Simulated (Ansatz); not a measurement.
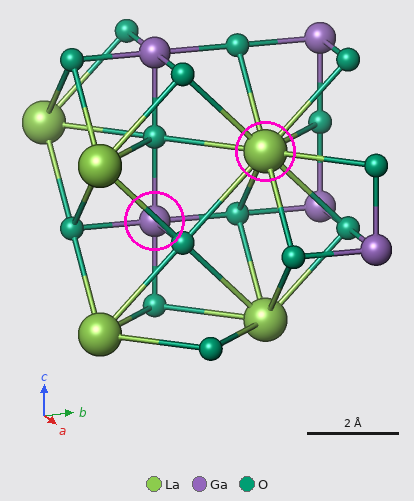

Perfect LaGaO3. A ball-and-stick model of the atoms within 4.9 Å of one point, in a slice 5.0 Å thick across the line of sight, seen slightly off an axis.

Computed with DFT, PBEsol, PAW, plane waves in Ansatz 0.2.0. Settings: plane-wave cutoff 420 eV; k-point mesh 1 × 1 × 1; mesh shifted by (0.25, 0.25, 0.25); collinear spin. Fermi-Dirac smearing of 0.01 eV. The axes drawn are those of the host's conventional cell.

A lanthanum atom is replaced by zinc and a gallium atom is replaced by lanthanum, the two sites 3.3 Å apart at the ringed places, in charge state 0. The supercell has 40 sites, and the atoms are relaxed at the host's cell.

Q: How do the neighbours respond?

A: In the host the La atom has 12 O at 2.73 Å; the Zn atom ends with 4 O at 1.98 to 2.13 Å. In the host the Ga atom has 6 O at 1.93 Å; the La atom ends with 6 O at 2.16 to 2.41 Å. Of the host's atoms, an oxygen atom moves furthest from its site, by 0.87 Å. The Zn atom itself moves 0.72 Å from where it was put. The La atom itself moves 0.47 Å from where it was put. The cell's net moment is 1.00 μB.

The relaxed defect, seen from the same direction:

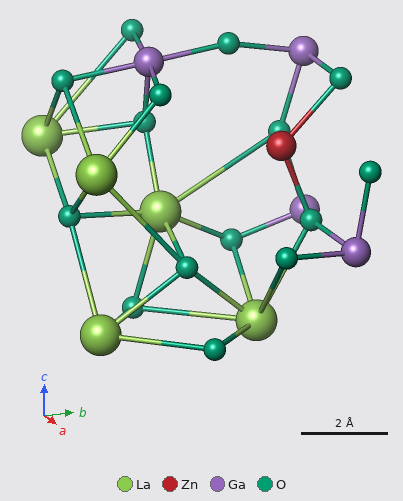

Limits of the set-up: the periodic images lie only 7.7 Å apart, so the values are limited by the cell's size.
